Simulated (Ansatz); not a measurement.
# InH2OF (SMILES [OH][InH][F]): PBE0/def2-SVP (core potential)

Aim: the electronic atomisation energy of InH2OF at PBE0/def2-SVP (core potential), from 5 runs. 

Program for the calculation: Ansatz 0.2.0.

37 further runs of the same task are left out: 1 that didn't finish, 36 set aside as unsound or not needed.

## (1) Starting point

The species is InH2OF (5 atoms), meant as a singlet with charge 0. As SMILES, `[OH][InH][F]`. Geometry: relaxed at PBE0-D4/def2-TZVP. This is a higher conformer, about 10 kJ/mol above the lowest found by a separate search.

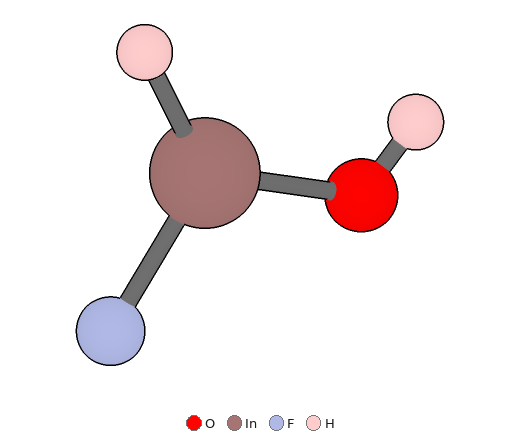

The structure, seen from a chosen angle (oxygen red, indium brown, fluorine light blue, hydrogen pink).

## (2) The energy at PBE0/def2-SVP (core potential)

job.yaml

```yaml
basis:
  gaussian:
    orbitals: def2-SVP
crystal:
  periodic: [false, false, false]
  atoms:
    - {symbol: O, position_ang: [-1.279500, -0.345900, -0.577400]}
    - {symbol: In, position_ang: [0.480100, 0.042500, 0.210000]}
    - {symbol: F, position_ang: [1.185900, -1.654700, 0.841500]}
    - {symbol: H, position_ang: [-1.725200, 0.429800, -0.925700]}
    - {symbol: H, position_ang: [1.388500, 1.454700, 0.410200]}
hamiltonian:
  xc: {name: PBE0}
accuracy: high
output: {orbitals: {seedname: orbitals}}
```

Launch:

```sh
ansatz run job.yaml --threads 1 --pin off --max-ram 3480MiB --events-out events.jsonl --progress --plain --runs-dir runs
```

Standard output:

```text
Warning: RAYON_NUM_THREADS=1 ignored (pool sized by the plan → 1); use --threads N
Functional definition: PBE0
  name "PBE0"
  parameter a = 0.25
  parameter kappa = 0.804
  parameter beta = 0.06672455060314922
  exchange = (1 - a)*pbe_x(kappa = kappa, mu = beta*pi^2/3) + a*exact_x
  correlation = pbe_c(beta = beta)
1445 factors; integrals over basis functions are off by at most 3.0e-9 eV
mean field evaluation 1: about -9954.6218 eV, gradient 6.4e1 eV
mean field evaluation 2: about -9908.7659 eV, gradient 1.5e2 eV
mean field evaluation 4: about -9961.6642 eV, gradient 1.5e1 eV
mean field evaluation 8: about -9962.1068 eV, gradient 3.5e-1 eV
mean field evaluation 16: about -9962.1071 eV, gradient 9.0e-6 eV
mean field -9962.10708370 eV, -366.1006827674 hartree, gradient 3.6e-8 eV, S^2 0.000000; 0 other end points of the search recorded, 0 dependent functions left out
reference -9962.10708697 eV, -366.1006828874 hartree; 20, 20 occupied and 44, 44 virtual orbitals, 1445 factors
Total energy: -9962.10708697 eV, -366.1006828874 hartree
```

It took 7.5 s on 1 thread of Intel Xeon Platinum 8259CL at 2.50GHz (Skylake/Cascade Lake), shared host; peak memory 0.2 GiB.

## (3) The F atom

molecule.yaml

```yaml
crystal:
  periodic: [false, false, false]
  atoms:
    - symbol: F
      position_ang: [0.000000, 0.000000, 0.000000]
basis:
  gaussian: {orbitals: def2-SVP}
magnetization: {spin_polarized: true, initial_magnetization: 1}
hamiltonian: {xc: pbe0}
accuracy: high
```

Launch:

```sh
ansatz run molecule.yaml --threads 1 --pin off --max-ram 3480MiB --events-out events.jsonl --progress --plain --runs-dir runs
```

Standard output:

```text
Warning: RAYON_NUM_THREADS=1 ignored (pool sized by the plan → 1); use --threads N
Functional definition: PBE0
  name "PBE0"
  parameter a = 0.25
  parameter kappa = 0.804
  parameter beta = 0.06672455060314922
  exchange = (1 - a)*pbe_x(kappa = kappa, mu = beta*pi^2/3) + a*exact_x
  correlation = pbe_c(beta = beta)
95 factors; integrals over basis functions are off by at most 1.3e-9 eV
mean field evaluation 1: about -2708.8031 eV, gradient 4.8e0 eV
mean field evaluation 2: about -2708.8592 eV, gradient 1.7e0 eV
mean field evaluation 4: about -2708.8677 eV, gradient 2.0e-2 eV
mean field evaluation 8: about -2708.8679 eV, gradient 1.6e-4 eV
mean field -2708.86786959 eV, -99.5490580710 hartree, gradient 8.3e-8 eV, S^2 0.751072; 0 other end points of the search recorded, 0 dependent functions left out
reference -2708.86786995 eV, -99.5490580839 hartree; 5, 4 occupied and 9, 10 virtual orbitals, 95 factors
Total energy: -2708.86786995 eV, -99.5490580839 hartree
```

It took 0.46 s on 1 thread of Intel Xeon Platinum 8259CL at 2.50GHz (Skylake/Cascade Lake), shared host.

## (4) The H atom

run.yaml

```yaml
crystal:
  periodic: [false, false, false]
  atoms:
    - symbol: H
      position_ang: [0.000000, 0.000000, 0.000000]
basis:
  gaussian:
    orbitals: def2-SVP
magnetization:
  spin_polarized: true
  initial_magnetization: 1
hamiltonian:
  xc: pbe0
accuracy: high
```

Run the same way, it converges to -0.50029 Eh (log not shown).

## (5) The In atom, same level

input.yaml

```yaml
crystal:
  periodic: [false, false, false]
  atoms:
    - {symbol: In, position_ang: [0.000000, 0.000000, 0.000000]}
basis:
  gaussian: {orbitals: def2-SVP}
magnetization: {spin_polarized: true, initial_magnetization: 1}
hamiltonian: {xc: pbe0}
accuracy: high
```

Run the same way, it converges to -190.10951 Eh (log not shown).

## (6) The O atom, same level

in.yaml

```yaml
crystal:
  periodic: [false, false, false]
  atoms:
    - symbol: O
      position_ang: [0.000000, 0.000000, 0.000000]
basis:
  gaussian:
    orbitals: def2-SVP
magnetization:
  spin_polarized: true
  initial_magnetization: 2
hamiltonian:
  xc: pbe0
accuracy: high
```

Launch:

```sh
ansatz run in.yaml --threads 1 --pin off --max-ram 3480MiB --events-out events.jsonl --progress --plain --runs-dir runs
```

Standard output:

```text
Warning: RAYON_NUM_THREADS=1 ignored (pool sized by the plan → 1); use --threads N
Functional definition: PBE0
  name "PBE0"
  parameter a = 0.25
  parameter kappa = 0.804
  parameter beta = 0.06672455060314922
  exchange = (1 - a)*pbe_x(kappa = kappa, mu = beta*pi^2/3) + a*exact_x
  correlation = pbe_c(beta = beta)
95 factors; integrals over basis functions are off by at most 1.2e-9 eV
mean field evaluation 1: about -2038.7119 eV, gradient 5.3e0 eV
mean field evaluation 2: about -2038.7897 eV, gradient 2.3e0 eV
mean field evaluation 4: about -2038.8102 eV, gradient 2.6e-2 eV
mean field evaluation 8: about -2038.8103 eV, gradient 1.8e-4 eV
mean field -2038.81032173 eV, -74.9248973681 hartree, gradient 8.6e-8 eV, S^2 2.002310; 0 other end points of the search recorded, 0 dependent functions left out
reference -2038.81032220 eV, -74.9248973857 hartree; 5, 3 occupied and 9, 11 virtual orbitals, 95 factors
Total energy: -2038.81032220 eV, -74.9248973857 hartree
```

Wall time 0.36 s (1 thread of Intel Xeon Platinum 8259CL at 2.50GHz (Skylake/Cascade Lake), shared host).

## (7) What came out

Level: PBE0/def2-SVP (core potential).

```
                     quantity          value
       molecule: total energy  -366.10068 Eh
        molecule: HOMO energy       -8.61 eV
        molecule: LUMO energy       -1.21 eV
      molecule: HOMO–LUMO gap        7.40 eV
         F atom: total energy   -99.54906 Eh
                 F atom: ⟨S²⟩          0.751
         H atom: total energy    -0.50029 Eh
                 H atom: ⟨S²⟩          0.750
        In atom: total energy  -190.10951 Eh
                In atom: ⟨S²⟩          0.753
         O atom: total energy   -74.92490 Eh
                 O atom: ⟨S²⟩          2.002
electronic atomisation energy      14.058 eV
```

In words: Taking the molecule apart into free atoms costs 14.06 eV (324 kcal/mol), before zero-point energy and without spin-orbit coupling.
